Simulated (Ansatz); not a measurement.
# BiTe (Fm-3m): Grüneisen parameters, part 2 of 2

Aim: how the phonons of BiTe (Fm-3m) shift with volume, and the thermal expansion that follows.

Ansatz 0.2.0; DFT PBEsol, scalar-relativistic, plane waves, PAW; PAW set soft_1.

So far, highest frequency on the path or at a solved wavevector (cm⁻¹): step 2 (the dispersion) 111; step 4 (phonons at the other volume, volume ratio 0.97) 117.

## 5. Relaxing at another volume, volume ratio 1.03

The volume is scaled by 1.03 and held; symmetry leaves nothing to relax, so this is a single point. The modes can then be followed against volume.

input.yaml reads:

```yaml
crystal:
  lattice:
    - [0.0, 3.2288467395, 3.2288467395]
    - [3.2288467395, 0.0, 3.2288467395]
    - [3.2288467395, 3.2288467395, 0.0]
  atoms:
    - { symbol: Bi, position: [0.0, 0.0, 0.0] }
    - { symbol: Te, position: [0.5, 0.5, 0.5] }
kpoints:
  mp_grid: { grid: [12, 12, 12] }
hamiltonian:
  xc: pbesol
  pseudopotentials: { kind: paw, azcp: { folder: soft_1 }, xc_functional: pbe }
scf:
  occupations: { method: methfessel_paxton, width: 0.2 }
output:
  forces: true
  stress: true
  eigenvalues: true
```

On the command line:

```console
> ansatz run input.yaml --threads 4 --pin off --max-ram 10240MiB --backend cpu --events-out ev --progress --plain --runs-dir out
```

Numbers of over 12 decimals in the logs are rounded to 6 here.

What it wrote:

```text
[...]
Crystal: 2 atoms, lattice volume = 67.324 Å³
Basis set: ecut = 420 eV, 1363 PW (Γ), exchange–correlation on 64×64×64 points (8 copies of the dense FFT grid, shifted against one another)
Bands: 20, of which v1, the nominal top of the filled ones, is band 16 counted from 1 (15 counted from 0)
Symmetry: 48 space group operations
[...]
k-points: 72 of 1728
[...]
--- Band table (eV; the first three rows and the last of 72) ---
  k-point 0: bands = [... 12 lower, 7.2062, 7.2062, 7.2062, 11.9172, 11.9172, 11.9172, 14.4028, 14.4028]
  k-point 1: bands = [... 12 lower, 7.2261, 7.2261, 7.2716, 11.5948, 11.6607, 11.6607, 14.2815, 14.5302]
  k-point 2: bands = [... 12 lower, 7.2888, 7.2888, 7.4328, 10.9169, 11.0728, 11.0728, 14.2386, 14.8997]
  k-point 71: bands = [... 12 lower, 4.7402, 4.7402, 8.1813, 9.4897, 13.6994, 13.6994, 14.8754, 14.8754]
[key lines of the parts left out:]
SCF converged after 7 iterations
Free energy (F): -19146.217461 eV
Fermi energy:    9.734568 eV
P = ⅓ Tr σ = -1.4835 GPa (-14.835 kbar)
```

The job ended after 1.5 s (4 threads of Arm Neoverse V1, shared host; peak memory 0.4 GiB).

This step gave:

```
pressure        : -1.484 GPa
volume per atom : 33.66 Å³
```

The run ends at a pressure of -1.48 GPa.

## 6. Phonons at the other volume, volume ratio 1.03

The phonons are repeated at this volume on the same k and q meshes.

input.yaml: that of step 5 with these lines changed.

```diff
@@ -16,4 +16,11 @@
 output:
-  forces: true
-  stress: true
   eigenvalues: true
+phonons:
+  method: dfpt
+  qmesh: [4, 4, 4]
+  temperatures: { t_max: 1000, t_step: 50 }
+  qpath:
+    path:
+      - [[0.0, 0.0, 0.0], [0.5, 0.0, 0.5], [0.625, 0.25, 0.625]]
+      - [[0.375, 0.375, 0.75], [0.0, 0.0, 0.0], [0.5, 0.5, 0.5], [0.5, 0.25, 0.75], [0.5, 0.0, 0.5]]
+    npoints: 10
```

What it wrote:

```text
[...]
Crystal: 2 atoms, lattice volume = 67.324 Å³
Basis set: ecut = 420 eV, 1363 PW (Γ), exchange–correlation on 64×64×64 points (8 copies of the dense FFT grid, shifted against one another)
Bands: 20, of which v1, the nominal top of the filled ones, is band 16 counted from 1 (15 counted from 0)
Symmetry: 48 space group operations
k-points: 72 of 1728
[...]
k-point 71: bands = [... 12 lower, 4.7402, 4.7402, 8.1814, 9.4898, 13.6995, 13.6995, 14.8755, 14.8755]
[...]
ASR residual: 4.561e-5 → 0.000e0 eV/Å²; symmetrization residual: 4.635e-5 eV/Å²
  ASR residual per site (eV/Å²): 2.67e-6 4.56e-5
  Γ frequencies (cm⁻¹): 0.00 0.00 0.00 89.25 89.25 89.25
--- Phonons (arbitrary-q DFPT): 8 irreducible q on the 4×4×4 mesh ---
[...]
interpolated dispersion: 62 rows × 6 modes
[...]
[key lines of the parts left out:]
SCF converged after 10 iterations
Free energy (F): -19146.217461 eV
Fermi energy:    9.734623 eV
```

Elapsed: 8.4 min, on 4 threads; peak memory 4.9 GiB.

This step gave:

* sum-rule residual before enforcement: 4.56e-5 eV/Å²
* lowest frequency on the path: -27.43 cm⁻¹
* highest frequency on the path or at a solved wavevector: 105.7 cm⁻¹
* highest optical mode at the zone centre (no LO-TO term): 89.25 cm⁻¹
* lowest optical zone-centre mode: 89.25 cm⁻¹
* lowest mode on the q mesh (acoustic modes at Γ apart): -27.43 cm⁻¹

The highest optical mode at the zone centre (no LO-TO term) is 89.2 cm⁻¹, -9.3 cm⁻¹ against the base run.

## 7. Grüneisen parameters

The Grüneisen parameter of a mode is minus the logarithmic change of its frequency with volume, −d ln ω / d ln V; weighted by heat capacity it gives the expansion.

This step gave:

```yaml
bulk_modulus: 54.2 GPa
```

The phonon branches at the labelled points (cm⁻¹):

| point | branch 1 | branch 2 | branch 3 | branch 4 | branch 5 | branch 6 |
| --- | --- | --- | --- | --- | --- | --- |
| Γ | 0 | 0 | 0 | 98 | 98 | 98 |
| X | -23 | -23 | 31 | 66 | 66 | 72 |
| U | 22 | 54 | 60 | 71 | 73 | 84 |
| jump to K | 22 | 54 | 60 | 71 | 73 | 84 |
| Γ | 0 | 0 | 0 | 98 | 98 | 98 |
| L | 66 | 66 | 89 | 94 | 94 | 111 |
| W | 26 | 26 | 72 | 72 | 75 | 96 |
| X | -23 | -23 | 31 | 66 | 66 | 72 |

The same for volume x 0.97:

| point | branch 1 | branch 2 | branch 3 | branch 4 | branch 5 | branch 6 |
| --- | --- | --- | --- | --- | --- | --- |
| Γ | 0 | 0 | 0 | 108 | 108 | 108 |
| X | -21 | -21 | 29 | 78 | 78 | 85 |
| U | 19 | 56 | 61 | 81 | 86 | 93 |
| K | 19 | 56 | 61 | 81 | 86 | 93 |
| Γ | 0 | 0 | 0 | 108 | 108 | 108 |
| L | 71 | 71 | 93 | 99 | 99 | 117 |
| W | 24 | 24 | 80 | 84 | 84 | 102 |
| X | -21 | -21 | 29 | 78 | 78 | 85 |

The same for volume x 1.03:

| point | branch 1 | branch 2 | branch 3 | branch 4 | branch 5 | branch 6 |
| --- | --- | --- | --- | --- | --- | --- |
| Γ | 0 | 0 | 0 | 89 | 89 | 89 |
| X | -27 | -27 | 31 | 54 | 54 | 60 |
| U | 24 | 51 | 58 | 61 | 61 | 74 |
| K | 24 | 51 | 58 | 61 | 61 | 74 |
| Γ | 0 | 0 | 0 | 89 | 89 | 89 |
| L | 62 | 62 | 85 | 88 | 88 | 106 |
| W | 25 | 25 | 60 | 60 | 71 | 91 |
| X | -27 | -27 | 31 | 54 | 54 | 60 |

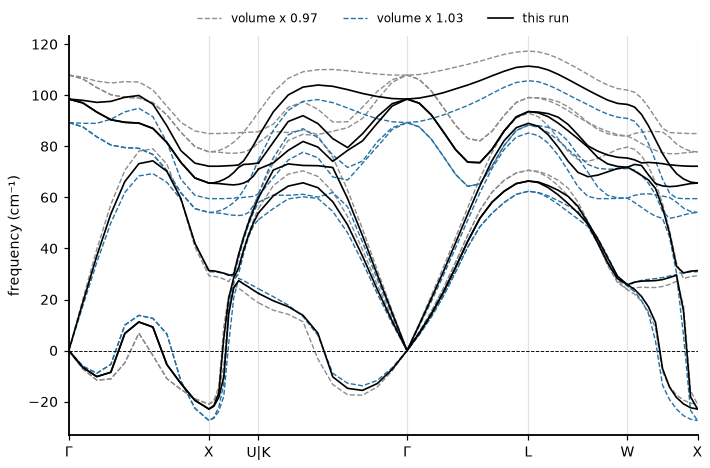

Phonon branches along the path; dashed: volume x 0.97 and volume x 1.03.

## 8. Outcome

```
bulk modulus : 54.2 GPa
```

No expansion is given, because modes are imaginary at one volume or more. The highest optical mode at Γ goes from 108 to 89 cm⁻¹ as the cell grows, a Grüneisen parameter of 3.16. Branches are matched by rank, so values near crossings are rough. With no gap, or one that is small against the smearing, the frequencies hang on the k mesh and the smearing, most of all near Kohn anomalies. The phonon runs are without spin polarisation, although the cell has an odd electron count. Spin-orbit coupling is left out, which can matter for the heavy elements here. The PAW files were made for PBE and serve the other functionals too. A phonon run warned that its eigensolver left some bands unconverged in a pass.

[Logs are printed without paths, hosts, clocks, repeated set-up lines and the standing remarks that a program may print on its own settings, such as how far it seeks lower states.]

[Hosts, paths, dates, database ids (printed as entryN), source tags and the programs' standing remarks are cut or masked in the printed files.]
